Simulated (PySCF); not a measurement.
**C₃H₃F₂: single-point calculation**

The run: single-point calculation of C₃H₃F₂, multiplicity 2. Method and program: MP2/def2-TZVP, UHF (PySCF 2.14.0).

The geometry comes from this level: GFN2-xTB.

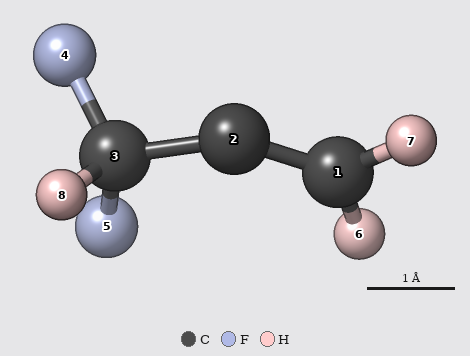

Figure 1. The input geometry (ball-and-stick view, seen at a tilt; atoms are numbered from 1 in the order of the input). Bond lengths as drawn: C–C 1.29 to 1.46 Å, C–F 1.36 to 1.38 Å and C–H 1.08 to 1.10 Å.

The input (job.py):
```python
from pyscf import gto, scf, mp

system = gto.M(
    atom='''
C     -0.449670     0.693650     1.227830
C     -0.292540    -0.288480     0.408220
C      0.330540    -0.636110    -0.863490
F     -0.573020    -1.112830    -1.755500
F      0.905120     0.457160    -1.474960
H     -0.043210     1.692870     1.058540
H     -1.001550     0.588290     2.150130
H      1.124330    -1.394550    -0.750760
''',
    basis='def2-tzvp',
    max_memory=1860,
    spin=1,
    verbose=3,
    charge=0,
)

mf = scf.UHF(system)
mf.conv_tol = 1e-10
mf.kernel()
if not mf.converged:
    mf = mf.newton().run(mf.mo_coeff, mf.mo_occ)

pt = mp.MP2(mf, frozen=5).run()
etot = pt.e_tot
print('E = %.10f Eh' % etot)
```

Command:
```bash
OMP_NUM_THREADS=1 python job.py
```

Log:
```
WARN: HOMO -0.134308310301389 >= LUMO -0.134308310301389

converged SCF energy = -314.271216808071  <S^2> = 0.92007168  2S+1 = 2.163397
E(UMP2) = -315.194246862227  E_corr = -0.923030054156523
E(SCS-UMP2) = -315.174185371696  E_corr = -0.902968563624722
E = -315.1942468622 Eh
```

Key numbers:

- outcome: converged
- total energy: −315.194247 hartree
- SCF energy: −314.271217 hartree
- correlation energy: −0.923030 hartree
- basis functions: 173
- ⟨S²⟩: 0.920
- hardware: 1 thread of Arm Neoverse V1, 24 GiB of memory available, shared host
- wall time: 66 s
- peak memory: 1.8 GiB

Notes:

The record of the run, not the program, notes: spin contamination. ⟨S²⟩ is 0.92 against 0.75 for a pure state: the solution is spin-contaminated.
